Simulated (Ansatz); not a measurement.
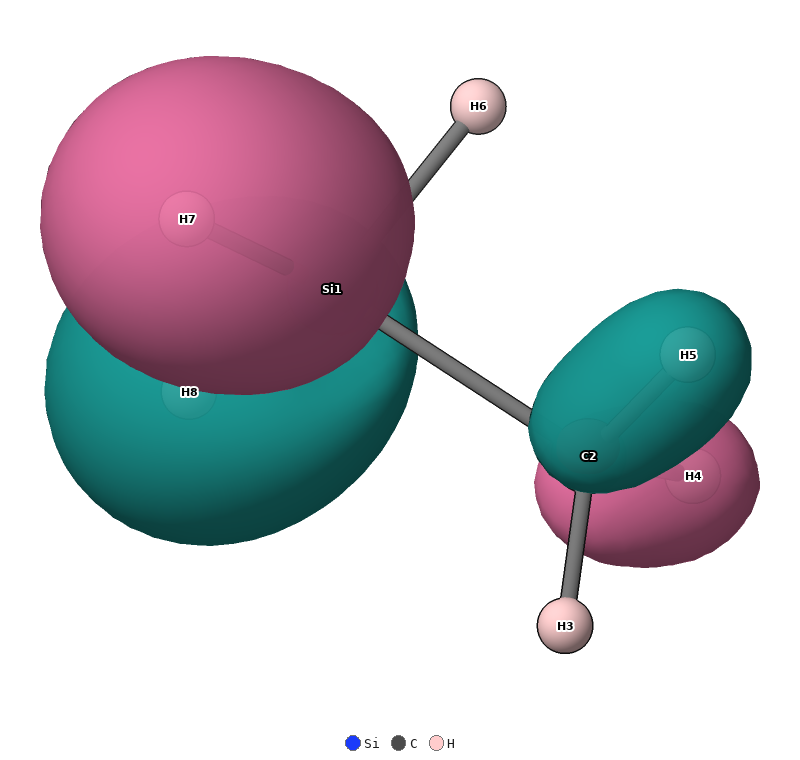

The picture shows: CH6Si. The HOMO−1 at ±0.15 Å⁻³ᐟ² (teal and pink are the two phases), seen at an oblique angle.

Not at a stationary point (largest force 1.4 eV/Å).

The calculation used Ansatz, RKS PBE0-D4/def2-SVP.

```xyz
8

Si    0.2711   -0.0003    0.0479
C     0.8516   -0.0128    1.8155
H     0.1036   -0.1279    2.6130
H     1.5801   -0.8270    1.9241
H     1.3897    0.9270    1.9974
H     1.6539    0.1466   -0.3944
H    -0.5856    1.1665   -0.3230
H    -0.3618   -1.2721   -0.4184
```

Q: Where does this orbital lie, and at what energy?

A: It lies mainly on Si1 (about 35 %), H8 (about 25 %), H7 (about 25 %) and C2 (about 5 %). Its energy is −9.45 eV.
